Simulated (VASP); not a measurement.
Band structure of MgCd (space group C2/m). Calculation: PBEsol GGA, VASP's PBE PAW potentials (set 64) (plane waves; VASP).

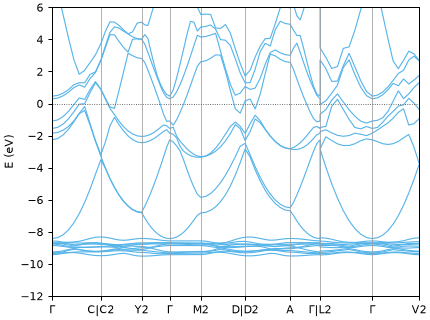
Figure. Bands along high-symmetry lines, zero at the valence-band maximum or, without a gap, the Fermi level

Read the plot: is there a gap, and where are the band edges?

It has no gap at this level: it comes out as a metal or semimetal. (Edges off the drawn lines would not show.)

The structure comes from a computed database's MgCd entry (C2/m); how it stands against other phases isn't given here. It was relaxed first.
